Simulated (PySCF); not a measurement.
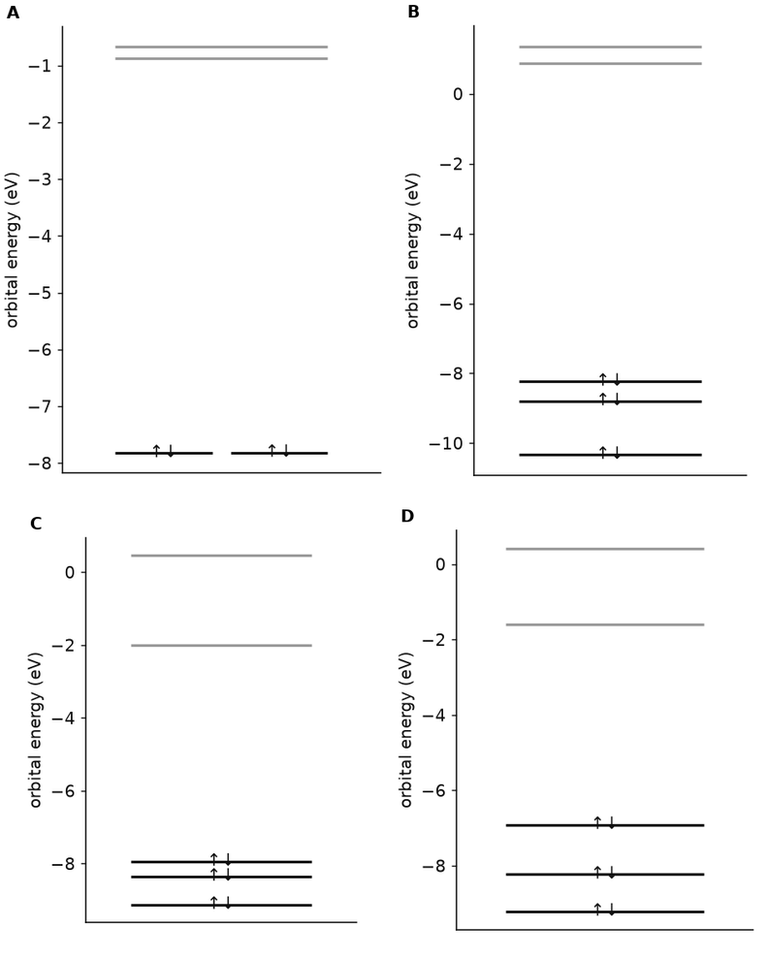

Kohn-Sham orbital energies near the frontier, PBE0/def2-SVPD in PySCF 2.14.0, at a PBE0-D3(BJ)/def2-SVP geometry (no frequency check), isolated molecule; empty levels in grey, levels within 0.03 eV side by side.

### Assign the panels.
1. C₃H₇BFN, SMILES [BH3-][N+]#CCCF
2. C₂H₃Ga, SMILES C#[C][GaH2], singlet
3. C₄H₆F₂, SMILES FCC1(F)CC1
4. C₆H₁₁BO₃, SMILES CC(C)OC1=[O+][BH2-]OC=C1

A: 1 (HOMO −7.81 eV, LUMO −0.87 eV)
B: 3 (HOMO −8.23 eV, LUMO 0.87 eV)
C: 2 (HOMO −7.94 eV, LUMO −2.01 eV)
D: 4 (HOMO −6.91 eV, LUMO −1.60 eV)

Limits of at least one run: empty levels above zero depend strongly on the basis; one conformer of a flexible molecule.
